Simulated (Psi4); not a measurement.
**SVWN5/def2-SVPD (core potential) run of SnH3OF (SMILES [OH][SnH2][F])**

Aim: the energy change on altering one bond length of SnH3OF at SVWN5/def2-SVPD (core potential), from 2 runs. 

The calculation is run with Psi4 1.11.

## (1) The structure to begin with

SnH3OF: 6 atoms, total charge 0, spin state singlet. As SMILES, `[OH][SnH2][F]`. Geometry: relaxed at PBE0-D4/def2-TZVP. This is one conformer, not always the lowest.

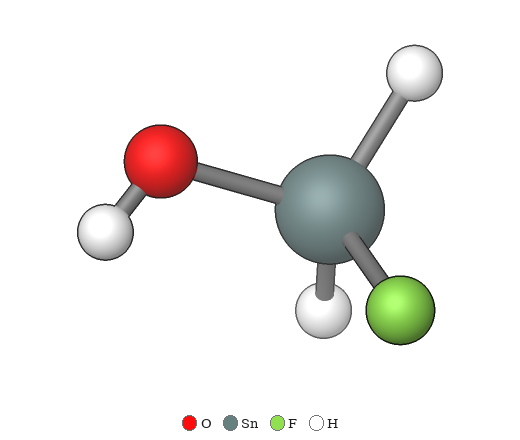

The structure, seen from a chosen angle (oxygen red, tin teal, fluorine green, hydrogen white).

## (2) Energy and gradient at SVWN5/def2-SVPD (core potential)

Input file calc.py:

```python
import psi4

psi4.set_memory('2200 MB')
psi4.set_num_threads(1)
psi4.set_output_file('psi4.out', False)

molecule = psi4.geometry("""
0 1
O     -1.414400    -0.333000    -0.425000
Sn     0.302300     0.255900     0.283700
F      1.409100    -1.315100     0.302100
H     -1.368600    -0.685700    -1.316700
H      1.096100     1.317100    -0.782100
H      0.017500     0.696700     1.891900
symmetry c1
no_reorient
no_com
""")

psi4.set_options({
    'basis': 'def2-SVPD',
    'reference': 'rks',
    'puream': True,
    'e_convergence': 1e-09,
    'd_convergence': 1e-08,
    'scf_type': 'pk',
    'dft_radial_points': 99,
    'dft_spherical_points': 590,
})

e, wfn = psi4.gradient('scf', dft_functional={"name": "SVWN5", "x_functionals": {"LDA_X": {}}, "c_functionals": {"LDA_C_VWN": {}}}, return_wfn=True)
psi4.oeprop(wfn, 'LOWDIN_CHARGES', 'MULLIKEN_CHARGES', 'DIPOLE', title='SCF')
print('gradient / Eh bohr^-1')
print(e.np.round(6))
print(f'energy = {wfn.energy():.10f} Eh')
```

Run with:

```console
$ python calc.py
```

psi4.out:

```text
[...]
    !!!  WARNING: ECP capability is in beta. Please check occupations closely.  !!!
[...]
  Running in c1 symmetry.
[...]
  Nuclear repulsion =  145.590402924990826
[...]
  Multiplicity = 1
[...]
  Nalpha       = 21
  Nbeta        = 21
[...]
    Number of basis functions: 102
[...]
   @RKS iter   1:  -389.12900285273912   -9.52919e-01   9.56742e-03 ADIIS/DIIS
[...]
   @RKS iter  13:  -389.54456802447976   -3.41061e-13   2.14620e-09 DIIS
[...]
    Orbital Energies [Eh]
    ---------------------
    Doubly Occupied:
       1A    -24.062295     2A    -18.624334     3A     -4.918550
       4A     -3.304150     5A     -3.302394     6A     -3.300341
       7A     -1.034662     8A     -0.991184     9A     -0.976927
      10A     -0.974656    11A     -0.973903    12A     -0.944850
      13A     -0.868846    14A     -0.513621    15A     -0.424128
      16A     -0.364880    17A     -0.357379    18A     -0.337901
      19A     -0.313004    20A     -0.300728    21A     -0.278771
[...]
  @RKS Final Energy:  -389.54456802447976
   => Energetics <=
    Nuclear Repulsion Energy =            145.5904029249908262
    One-Electron Energy =                -910.9059927558369054
    Two-Electron Energy =                 412.3856253765612792
    DFT Exchange-Correlation Energy =     -36.6146035701949728
    Empirical Dispersion Energy =           0.0000000000000000
    VV10 Nonlocal Energy =                  0.0000000000000000
    Total Energy =                       -389.5445680244797586
[...]
  -Total Gradient:
     Atom            X                  Y                   Z
    ------   -----------------  -----------------  -----------------
       1        0.010921444826    -0.001358593165    -0.009522825941
       2       -0.001790206751    -0.015287676961    -0.003947480289
       3       -0.008825966486     0.012664281190    -0.000156948547
       4        0.000114441621     0.005548160658     0.014102355713
       5       -0.001609095953    -0.001496331202     0.002405819049
       6        0.001091983409    -0.000120027252    -0.002966008133
[...]
 Multipole Moments:
 ------------------------------------------------------------------------------------
     Multipole            Electronic (a.u.)      Nuclear  (a.u.)        Total (a.u.)
 ------------------------------------------------------------------------------------
 L = 1.  Multiply by 2.5417464519 to convert [e a0] to [Debye]
 Dipole X            :        -14.6818204           14.6686211           -0.0131993
 Dipole Y            :         15.1839719          -14.2523144            0.9316575
 Dipole Z            :        -10.3517884           10.1164598           -0.2353285
 Magnitude           :                                                    0.9610096
[...]
  Mulliken Charges: (a.u.)
   Center  Symbol    Alpha    Beta     Spin     Total
       1     O     4.36189  4.36189  0.00000 -0.72379
       2    SN    10.50750 10.50750  0.00000  0.98501
       3     F     4.78945  4.78945  0.00000 -0.57890
       4     H     0.41146  0.41146  0.00000  0.17708
       5     H     0.46659  0.46659  0.00000  0.06682
       6     H     0.46311  0.46311  0.00000  0.07378
   Total alpha = 21.00000, Total beta = 21.00000, Total charge =  0.00000
  Lowdin Charges: (a.u.)
   Center  Symbol    Alpha    Beta     Spin     Total
[...]
```

The script printed:

```text
gradient / Eh bohr^-1
[[ 0.010921 -0.001359 -0.009523]
 [-0.00179  -0.015288 -0.003947]
 [-0.008826  0.012664 -0.000157]
 [ 0.000114  0.005548  0.014102]
 [-0.001609 -0.001496  0.002406]
 [ 0.001092 -0.00012  -0.002966]]
energy = -389.5445680245 Eh
```

Run time: 16 s. Hardware: 1 thread of INTEL XEON PLATINUM 8581C at 2.10GHz (Emerald Rapids), shared host; peak memory 0.65 GiB.

## (3) The distorted shape, same level

Input file input.inp:

```
memory 2200 mb

molecule system {
  0 1
  O
  Sn 1 1.948363
  F 2 1.921818 1 105.29803
  H 1 0.960012 2 114.00826 3 -61.06827
  H 2 1.700645 3 104.31635 1 -117.88762
  H 2 3.045 5 120.78172 3 120.89324
  symmetry c1
}

set basis def2-SVPD
set puream true
set e_convergence 1e-09
set d_convergence 1e-08
set scf_type pk
set dft_radial_points 99
set dft_spherical_points 590

E, wfn = gradient('scf', dft_functional={"name": "SVWN5", "x_functionals": {"LDA_X": {}}, "c_functionals": {"LDA_C_VWN": {}}}, return_wfn=True)
oeprop(wfn, 'LOWDIN_CHARGES', 'DIPOLE', 'MULLIKEN_CHARGES')
```

Run with:

```console
$ psi4 -n 1 input.inp input.out
```

input.out (excerpt; [...] marks lines left out):

```text
[...]
  Running in c1 symmetry.
[...]
  Nuclear repulsion =  141.578671636231775
[...]
  Multiplicity = 1
[...]
  Nalpha       = 21
  Nbeta        = 21
[...]
    Number of basis functions: 102
[...]
   @RKS iter   1:  -388.65883254499448   -5.51321e-01   1.05702e-02 ADIIS/DIIS
[...]
   @RKS iter  15:  -389.43636774548872   -7.83871e-11   6.90856e-09 DIIS
[...]
  @RKS Final Energy:  -389.43636774548872
   => Energetics <=
    Nuclear Repulsion Energy =            141.5786716362317748
    One-Electron Energy =                -902.4355308197799559
    Two-Electron Energy =                 407.9028962232683853
    DFT Exchange-Correlation Energy =     -36.4824047852089492
    Empirical Dispersion Energy =           0.0000000000000000
    VV10 Nonlocal Energy =                  0.0000000000000000
    Total Energy =                       -389.4363677454887238
[...]
  -Total Gradient:
     Atom            X                  Y                   Z
    ------   -----------------  -----------------  -----------------
       1        0.014067317718    -0.008506218164     0.006100887185
       2        0.037300024690    -0.023304242252    -0.014602192054
       3       -0.000088476132     0.014264301676    -0.003696735998
       4       -0.013113366854     0.008558577650     0.007240767290
       5       -0.006797580908    -0.004323827676    -0.004789022915
       6       -0.031390378177     0.013346589474     0.009735135493
[...]
 Multipole Moments:
 ------------------------------------------------------------------------------------
     Multipole            Electronic (a.u.)      Nuclear  (a.u.)        Total (a.u.)
 ------------------------------------------------------------------------------------
 L = 1.  Multiply by 2.5417464519 to convert [e a0] to [Debye]
 Dipole X            :          1.4583225           -0.6282425            0.8300800
 Dipole Y            :         12.5718269          -11.9396543            0.6321726
 Dipole Z            :         11.2480079          -11.2071592            0.0408486
 Magnitude           :                                                    1.0441952
[...]
  Mulliken Charges: (a.u.)
   Center  Symbol    Alpha    Beta     Spin     Total
       1     O     4.33795  4.33795  0.00000 -0.67591
       2    SN    10.50236 10.50236  0.00000  0.99528
       3     F     4.78031  4.78031  0.00000 -0.56063
[...]
```

Run time: 16 s. Hardware: 1 thread of INTEL XEON PLATINUM 8581C at 2.10GHz (Emerald Rapids), shared host; peak memory 0.64 GiB.

## (4) Outcome

At SVWN5/def2-SVPD (core potential):

| quantity | value |
| --- | --- |
| first shape: total energy | -389.54457 Eh |
| first shape: dipole moment | 2.44 D |
| first shape: HOMO energy | -7.59 eV |
| first shape: LUMO energy | -1.89 eV |
| first shape: HOMO–LUMO gap | 5.70 eV |
| first shape: largest force on an atom | 0.817 eV/Å |
| distorted shape: total energy | -389.43637 Eh |
| distorted shape: dipole moment | 2.65 D |
| distorted shape: HOMO energy | -6.80 eV |
| distorted shape: LUMO energy | -4.97 eV |
| distorted shape: HOMO–LUMO gap | 1.83 eV |
| distorted shape: largest force on an atom | 2.383 eV/Å |
| energy change with the Sn2–H6 bond stretched from 1.692 to 3.045 Å | 2.944 eV |

One bond (distorted shape) is far stretched, which a spin-restricted single reference describes badly; a broken-symmetry solution may lie lower. With the Sn2–H6 bond stretched from 1.692 to 3.045 Å the energy rises by 2.94 eV (284 kJ/mol). The first shape isn't relaxed at this level, so the change isn't measured from a minimum. A restricted reference can't describe the breaking bond well at this length. The largest force (first shape) is 0.82 eV/Å: the shape isn't a stationary point for this species at this level. Mulliken charges (first shape) run from -0.72 on O1 to +0.99 on Sn2; in a basis this large or diffuse they mean little.
